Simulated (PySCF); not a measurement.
```xyz
21

Sn    0.0153    0.0470   -0.0324
C     0.0592   -0.0594    2.1077
C     0.9689   -0.7592    2.7926
H    -0.7153    0.4832    2.6643
H     1.7710   -1.3203    2.2990
H     0.9594   -0.8070    3.8889
C     2.0447    0.1542   -0.7092
C     3.0623    0.5152    0.0783
H     2.2536   -0.0944   -1.7576
H     2.9202    0.7717    1.1346
H     4.0924    0.5726   -0.2950
C    -1.0890    1.7687   -0.6692
C    -2.4157    1.7703   -0.8327
H    -0.5350    2.6979   -0.8537
H    -3.0273    0.8750   -0.6695
H    -2.9618    2.6703   -1.1420
C    -0.9508   -1.6842   -0.8448
C    -1.7242   -1.6542   -1.9342
H    -0.7911   -2.6449   -0.3387
H    -1.9265   -0.7266   -2.4824
H    -2.1973   -2.5600   -2.3339
```

Geometry: PBE0-D3(BJ)/def2-SVP; core potentials replace the inner electrons of Sn.

All numbers below come from PySCF, wB97X-D/def2-SVPD, SCF density, gas phase, scalar-relativistic core potentials on the heavy atoms.

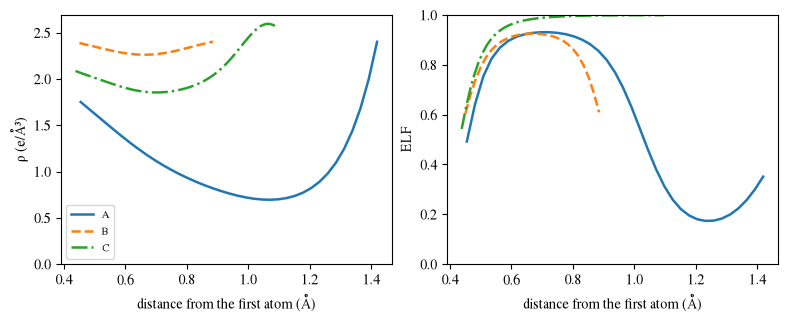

C8H12Sn (SMILES C=[CH][Sn]([CH]=C)([CH]=C)[CH]=C). Electron density and ELF along straight lines between neighbouring atoms. The curves leave out the atomic cores.

### Which curve belongs to which contact (C–C, C–H and C–Sn)? The first atom named is at distance zero.

Curve A: C–Sn (2.14 Å): ρ at the midpoint is about 0.7 e/Å³; the ELF peaks at about 0.95 in the valence shell of C, 0.7 Å from its nucleus, and drops to about 0.15 between the two atoms. Curve B: C–C (1.34 Å): ρ is about 2.3 e/Å³ halfway; the ELF peaks at about 0.95 between the atoms; a multiple bond. Curve C: C–H (1.10 Å): the density is about 2 e/Å³ at the midpoint; the ELF climbs to about 1 towards the hydrogen, as it does in any bond to H: an ordinary covalent bond to hydrogen.
